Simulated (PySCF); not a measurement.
# C2H6Cl2Si (SiCl2Me2): what the fields show

The calculation's input:

```
{"job": {"kind": "nmr", "xc": "PBE0", "basis": "pcSseg-1"}, "charge": 0, "multiplicity": 1}
Si     0.512284    -0.007160     0.358187
Cl     0.570168     0.009362     2.429403
Cl     2.467730    -0.016287    -0.328751
C     -0.300779     1.556736    -0.226606
H     -1.346334     1.601292     0.115172
H     -0.286538     1.605514    -1.326377
H      0.232330     2.434038     0.168342
C     -0.311308    -1.574165    -0.202641
H     -0.359703    -1.607197    -1.302061
H     -1.334411    -1.637679     0.198715
H      0.254611    -2.449953     0.147516
```

Launched as:

```sh
OMP_NUM_THREADS=1 python probes_run.py task.json out
```

Geometry: PBE0-D3(BJ)/def2-SVP.

These are results of PySCF 2.14.0, PBE0/pcSseg-1, SCF density, gas phase, non-relativistic, not measurements.

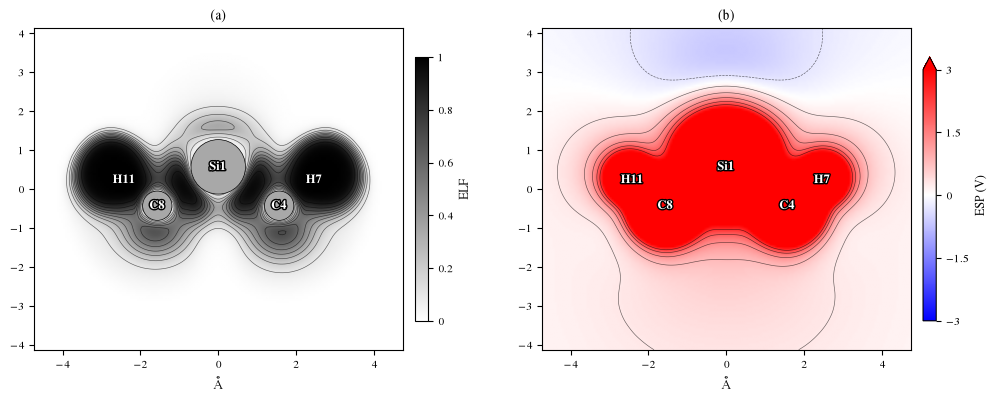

Figure 1. (a) electron localisation function; (b) molecular electrostatic potential on the plane of atoms Si1, C8 and H11. Grey discs cover the atomic cores in the ELF map.

Q: Read the bonding off the picture.

A: The plane passes through Si, C and H nuclei.
C–Si (1.86 Å): the ELF peaks at about 0.95 between the atoms: a shared electron pair.
C–H (1.10 Å): the ELF climbs to about 1 towards the hydrogen, as it does in any bond to H; a covalent bond by its length.
Outside the dense part of the molecule the potential is most negative (−0.6 V) near Cl3, which lies off the plane.

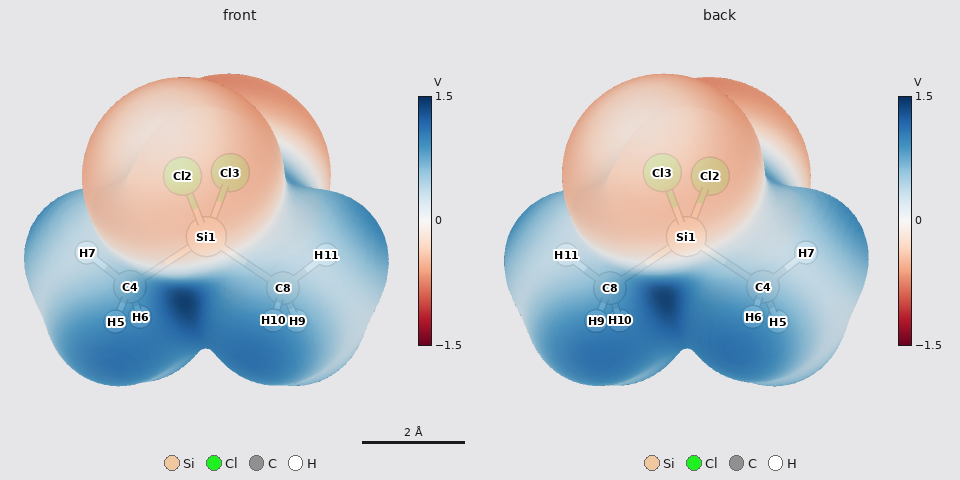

Figure 2. The electrostatic potential painted on the density surface at 0.002 e/bohr³, seen from the front and from behind; red is negative and blue positive.

Q: Which sites attract a positive test charge, and which a negative one?

A: A positive charge is drawn to the negative regions and a negative charge to the positive ones. The most negative region (about −0.7 V, or −16 kcal/mol for a unit charge) lies over Cl2 and Cl3, the most positive (about +1.4 V, or +32 kcal/mol for a unit charge) over Si1.

Q: How polar is the molecule by this calculation?

A: Its dipole moment is 2.77 D.
